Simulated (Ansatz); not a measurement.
# A defect in a wire: Ta wire along [110], 5 atoms a period, vacancy of one Ta, part 2 of 4

What does the defect do to the conductance?

Ansatz 0.2.0; DFT PBE, plane waves, PAW; relaxation of a wire's period (the session's first sound run).

So far. Step 2 (Relaxing the period): The cell's length comes to 4.403 Å with spin left out.

## Step 3: Bands of the perfect wire

This step: DFT PBE, plane waves, PAW; channels and complex bands of a perfect wire (Ansatz 0.2.0).

At the relaxed period the Bloch states of the perfect wire are found at each energy: those that move forward count the open channels, and those that decay describe how a disturbance dies away inside the wire itself. An energy step of 0.035 eV is under the 0.039 eV that the program asks for its thermal average at 300 K.

input.yaml reads:

```yaml
crystal:
  lattice:
    - [10.12, 0.0, 0.0]
    - [0.0, 9.148, 0.0]
    - [0.0, 0.0, 4.4031702753]
  atoms:
    - { symbol: Ta, position: [0.453421292, 0.445708503, 0.0] }
    - { symbol: Ta, position: [0.346757347, 0.514946609, 0.5] }
    - { symbol: Ta, position: [0.58942621, 0.613744177, 0.5] }
    - { symbol: Ta, position: [0.569812994, 0.331086164, 0.5] }
    - { symbol: Ta, position: [0.704613779, 0.466091834, 0.0] }
kpoints:
  mp_grid: { grid: [1, 1, 19] }
scf:
  occupations: { method: fermi_dirac, width: 0.05 }
hamiltonian:
  xc: pbe
output:
  transmission:
    e_range: [-1.26, 1.26]
    de: 0.035
    kmesh: [1, 1]
    reduced_basis: true
    leads: [[0, 0]]
basis:
  ecutwfc: "350 eV"
```

Started as:

```sh
$ ansatz run input.yaml --threads 4 --pin off --max-ram 16384MiB --backend cpu --events-out ev --progress --plain --runs-dir out
```

Numbers of over 12 decimals in the logs are rounded to 6 here.

The program printed:

```text
Warning: basis.ecutwfc = 350 eV is below the records' recommended 420 eV, and the density's cutoff is lower with it unless basis.ecutrho_ratio is high enough to keep the records' density cutoff: compare with a run at a higher cutoff
[...]
Crystal: 5 atoms, lattice volume = 407.636 Å³
Basis set: ecut = 350 eV, 6089 PW (Γ)
Bands: 39, of which v1, the nominal top of the filled ones, is band 33 counted from 1 (32 counted from 0)
Symmetry: 2 space group operations
[...]
k-points: 10 of 19
[...]
SCF iter   1: F=—  HF=-49648.911136 eV  |F-HF|=—  |Δ(HF+E_count)|=         —  Δρ=7.87e-3  dr2=5.26e-1  ethr=1.77e-3  ⟨swp⟩=9.6  Hψ=1957  notcnv=0
[...]
SCF iter  10: F=-49648.858891 eV  HF=-49648.858891 eV  |F-HF|=2.44e-9  |Δ(HF+E_count)|=   4.17e-8  Δρ=2.44e-6  dr2=3.35e-8  ethr=1.54e-10  ⟨swp⟩=6.8  Hψ=1138  notcnv=0
SCF 1 converged in 10 iterations: F = -49648.858891 eV  dr2 = 3.35e-8
[...]
transmission: 5 of 30 steps passed
transmission: 10 of 30 steps passed
[...]
transmission: 30 of 30 steps passed
Second SCF, for the conductance: iteration 1, dr2 7.236e-4 eV
Second SCF, for the conductance: iteration 2, dr2 7.714e-4 eV
Second SCF, for the conductance: iteration 3, dr2 1.450e-4 eV
Second SCF, for the conductance: iteration 4, dr2 8.394e-6 eV
Second SCF, for the conductance: iteration 5, dr2 2.418e-6 eV
Second SCF, for the conductance: iteration 6, dr2 2.369e-7 eV
Second SCF, for the conductance: iteration 7, dr2 5.268e-8 eV
transmission: 5 of 30 steps passed
transmission: 10 of 30 steps passed
[...]
transmission: 30 of 30 steps passed
SCF converged after 10 iterations
Free energy (F): -49648.858891 eV
[...]
Internal energy: -49648.819007 eV  (E = F + TS)
E sigma→0 (E₀):  -49648.838949 eV
Entropy (-TS):   -0.039884 eV (-7.977 meV/atom)
Fermi energy:    1.697380 eV
[...]
--- Band table (eV; the first three rows and the last of 10) ---
  k-point 0: bands = [... 29 lower, 1.1077, 1.2284, 1.5074, 1.6461, 2.0482, 2.0638, 2.2019, 2.5567, ... 2 higher]
  k-point 1: bands = [... 29 lower, 1.0383, 1.2870, 1.4817, 1.6395, 1.9728, 2.1843, 2.2571, 2.5679, ... 2 higher]
  k-point 2: bands = [... 29 lower, 0.9101, 1.3494, 1.4395, 1.6744, 1.9958, 2.2013, 2.4402, 2.6059, ... 2 higher]
  k-point 9: bands = [... 29 lower, 0.8196, 0.9457, 1.2643, 1.3840, 2.1690, 2.2254, 2.2815, 2.9769, ... 2 higher]
--- Transmission ---
  basis      : 669 plane waves across, 5 finite elements along
  points     : 1, standing for a mesh of 1 x 1
  filling    : by a second SCF (7 iterations) under fermi_dirac of width 0.025852 eV on a mesh of 1 x 1 x 42, whose Fermi level is 1.691359 eV
  energies   : 73 from -1.260000 to 1.260000 eV about the Fermi level, 0.035000 eV apart; the leads are filled to 0.000000 eV, and channels, transmission and decay are at 0.000000 eV
  crystal 0  : Ta5, at the sites [0, 0], period 4.4032 Å: whole cells are its period
    offset         : up to 0.0000 Å between an atom of the period and one for which it stands
    filled         : 0.6 meV over the level at which it is neutral
    channels       : 2.000000e0 a spin
    conductance    : 1.5946e14 S/m² at 300 K; may be off by some 0.1 % by where its bands' edges are placed, 0.1 % from the distance to neutral
```

Run time: 4.2 min. Hardware: 4 threads of Arm Neoverse V1, shared host; peak memory 1.3 GiB.

Reading the cycles: dr2 is the Hartree energy of the density residual (eV), the measure of convergence; HF is the Harris–Foulkes estimate of the energy, which meets the free energy F at convergence.

This step gave:

| Quantity | Value |
| --- | --- |
| energy at zero smearing | -49648.8389 eV |
| channels at the energy nearest the Fermi level, one spin | 2 |
| conductance of the lead as this run defines it | 1.905 G₀ |
| band gap | 0 eV |

Table of open channels of the lead, one spin by energy, zero at the Fermi level:

```csv
energy (eV),"open channels of the lead, one spin"
-1.190,2
-1.085,2
-1.015,3
-0.910,3
-0.805,1
-0.700,2
-0.595,2
-0.490,1
-0.385,3
-0.315,1
-0.210,4
-0.105,1
0.000,2
0.105,2
0.210,2
0.315,2
0.385,2
0.490,3
0.595,4
0.700,2
0.805,2
0.910,3
1.015,3
1.085,1
1.190,1
```

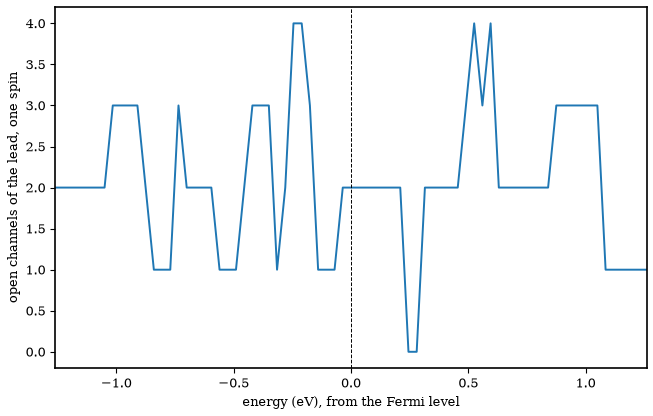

Open channels of the lead, one spin against energy.

The slowest values at each energy, most degenerate partners merged, listed up to 1.5 1/Å. The Im kz of the slowest decaying states by energy, zero at the Fermi level:

```csv
energy (eV),decay 1 (Å⁻¹),decay 2 (Å⁻¹),decay 3 (Å⁻¹),decay 4 (Å⁻¹)
-1.190,0.138,0.175,0.209,0.264
-1.015,0.0287,0.183,0.220,0.274
-0.805,0.0566,0.0780,0.185,0.227
-0.595,0.0797,0.104,0.180,0.211
-0.385,0.0795,0.132,0.200,0.313
-0.210,0.0875,0.185,0.313,0.452
0.000,0.0780,0.143,0.187,0.306
0.210,0.0753,0.175,0.189,0.280
0.385,0.0933,0.105,0.192,0.202
0.595,0.110,0.176,0.234,0.269
0.805,0.136,0.196,0.217,0.224
1.015,0.150,0.205,0.256,0.261
1.190,0.0724,0.141,0.177,0.287
```

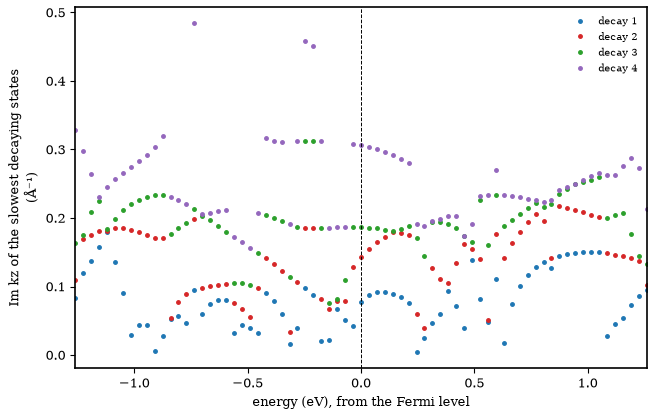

Im kz of the slowest decaying states against energy.

By hand: the program gives 1.5946 × 10^14 S/m² over the cell's cross-section of 92.58 Å² = 9.258 × 10^-19 m², so one cell conducts 1.476 × 10^-4 S. Divided by G0 = 2e²/h = 7.748 × 10^-5 S this is 1.91 G0, a resistance of 6.77 kΩ.

At the computed energy nearest the Fermi level there are 2 channels a spin, and the thermal average gives 1.91 G₀.

[end of part 2 of 4]

[Logs are printed without paths, hosts, clocks, repeated set-up lines and the standing remarks that a program may print on its own settings, such as how far it seeks lower states.]

[Hosts, paths, dates, database ids (printed as entryN), source tags and the programs' standing remarks are cut or masked in the printed files.]
